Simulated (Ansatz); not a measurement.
# C4H11FOSi (SMILES CCO[Si](C)(C)F): what the fields show

```yaml
atoms:
  - { symbol: C, position_ang: [-1.4659, 0.4421, 2.4335] }
  - { symbol: C, position_ang: [-0.4203, 1.0200, 1.5052] }
  - { symbol: C, position_ang: [2.4036, 1.0406, -0.4916] }
  - { symbol: C, position_ang: [0.6143, -1.0168, -2.0231] }
  - { symbol: F, position_ang: [-0.0305, 1.7295, -1.6931] }
  - { symbol: O, position_ang: [-0.2124, 0.1247, 0.4226] }
  - { symbol: Si, position_ang: [0.6861, 0.4730, -0.9268] }
  - { symbol: H, position_ang: [-1.6412, 1.1122, 3.2894] }
  - { symbol: H, position_ang: [-2.4167, 0.3002, 1.8975] }
  - { symbol: H, position_ang: [-1.1393, -0.5373, 2.8153] }
  - { symbol: H, position_ang: [0.5301, 1.1797, 2.0531] }
  - { symbol: H, position_ang: [-0.7485, 2.0075, 1.1258] }
  - { symbol: H, position_ang: [2.9917, 1.2532, -1.3989] }
  - { symbol: H, position_ang: [2.9432, 0.2758, 0.0901] }
  - { symbol: H, position_ang: [2.3777, 1.9655, 0.1070] }
  - { symbol: H, position_ang: [-0.4322, -1.2873, -2.2343] }
  - { symbol: H, position_ang: [1.1211, -0.8318, -2.9833] }
  - { symbol: H, position_ang: [1.0962, -1.8831, -1.5427] }
```

Geometry: r2SCAN-D4/def2-SVP.

The calculation used isolated molecule in a Gaussian basis; Kohn-Sham density functional theory, functional PBE0 (Ansatz).

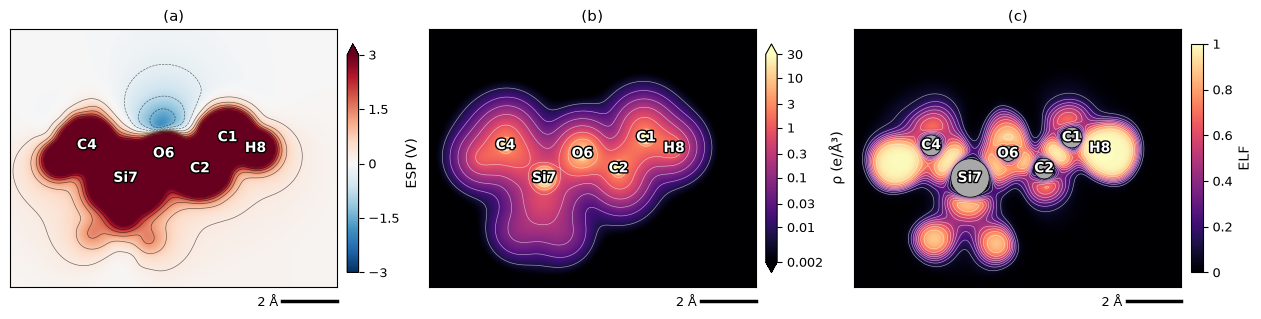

Figure 1. (a) molecular electrostatic potential; (b) total electron density; (c) ELF on the plane of atoms C2, C1 and H8. Grey discs cover the atomic cores in the ELF map.

Interpret the plot.

Atoms in the plane: C, O, Si and H. C–O (1.42 Å): ρ is about 2 e/Å³ halfway, with its minimum of 1.6 e/Å³ about 0.5 Å from C; the ELF peaks at about 0.90 between the atoms, as expected for a shared but strongly polarised pair. C–C (1.51 Å): the density is about 1.7 e/Å³ at the midpoint; the ELF peaks at about 0.95 between the atoms; localised, covalent bonding. Si–O (1.66 Å): ρ at the midpoint is about 1.1 e/Å³; the ELF peaks at about 0.85 between the atoms: a polar covalent bond. C–Si (1.85 Å): ρ at the midpoint is about 1 e/Å³; the ELF peaks at about 0.95 between the atoms; a covalent bond. C–H (1.10 Å): ρ is about 1.9 e/Å³ halfway; the ELF climbs to about 1 towards the hydrogen, as it does in any bond to H: a covalent bond by its length. The ELF also peaks beside O6, away from the bonds: lone-pair regions. Outside the dense part of the molecule the potential is most negative (−1.8 V) near O6.

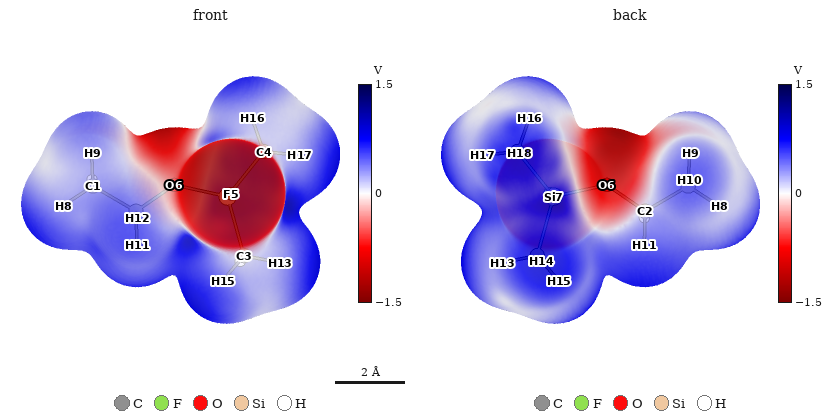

Figure 2. The electrostatic potential painted on the density surface at 0.002 e/bohr³, seen from the front and from behind; the colour scale runs from red (negative) to blue (positive).

Where is the surface potential most negative and most positive?

The most negative region (about −1.3 V) lies over F5 and O6, the most positive (about +0.9 V) over Si7 and H14.

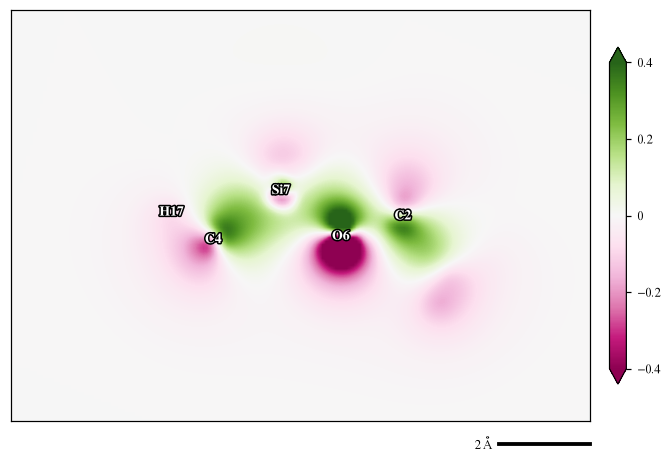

Figure 3. The HOMO−1 on the plane of atoms Si7, C4 and H17 (values in Å⁻³ᐟ²; the overall sign is arbitrary).

Where does this orbital lie, and at what energy?

By Hirshfeld shares it lies mainly on O6 (about 35 %), C3 (about 10 %), Si7 (about 10 %), C2 (about 10 %), C4 (about 10 %) and H12 (about 5 %). Its energy is −8.64 eV.
